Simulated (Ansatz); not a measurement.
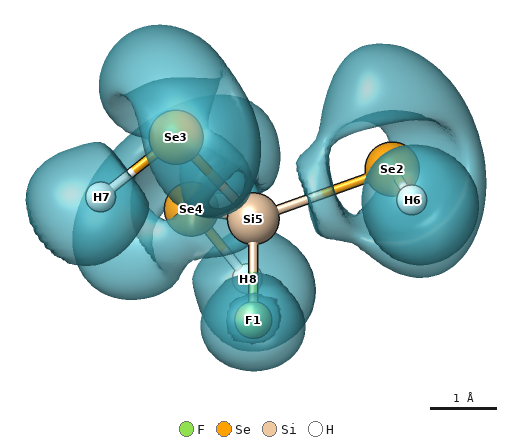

Figure 1: FH₃Se₃Si (SMILES F[Si]([SeH])([SeH])[SeH]). Isosurface of the electron localisation function at 0.75 (cyan), seen from one side. Only the valence region is drawn (cores and ρ < 0.01 e/Å³ removed).

Geometry: PBE0-D4/def2-SVP.

All numbers below come from isolated molecule in a Gaussian basis; Kohn-Sham density functional theory, functional PBE0 in Ansatz 0.2.0.

Input file:

```
crystal:
  periodic: [false, false, false]
  atoms:
    - {symbol: F, position_ang: [-1.405240, -0.906330, -0.353184]}
    - {symbol: Se, position_ang: [-2.448356, -3.232080, -2.276668]}
    - {symbol: Se, position_ang: [-1.260534, -3.699499, 1.188336]}
    - {symbol: Se, position_ang: [1.088023, -2.584360, -1.433322]}
    - {symbol: Si, position_ang: [-1.041828, -2.455030, -0.686377]}
    - {symbol: H, position_ang: [-3.639821, -2.769206, -1.542496]}
    - {symbol: H, position_ang: [-0.426235, -2.775972, 1.978231]}
    - {symbol: H, position_ang: [0.872544, -1.521696, -2.431914]}
basis:
  gaussian: {orbitals: def2-SVPD}
hamiltonian: {xc: {name: PBE0}}
output: {forces: true, orbitals: {seedname: orbitals}}
```

Command:

```sh
ansatz run input.yaml --threads 2 --pin off --max-ram 6090MiB --events-out events.jsonl --progress --plain --runs-dir runs
```

> Where are the electrons localised?

The ELF exceeds this value in three regions around hydrogen nuclei, three regions on Se in which the atom's valence shell and bonds are merged and one region wrapped around F (its lone pairs, merged into a ring or cap).

Values along the shortest contacts:
Si–F (1.63 Å): the ELF peaks at about 0.85 in the valence shell of F, 0.7 Å from its nucleus, and is about 0.35 at the midpoint. Si–Se (2.26 Å): the ELF peaks at about 0.90 between the atoms: localised, covalent bonding.
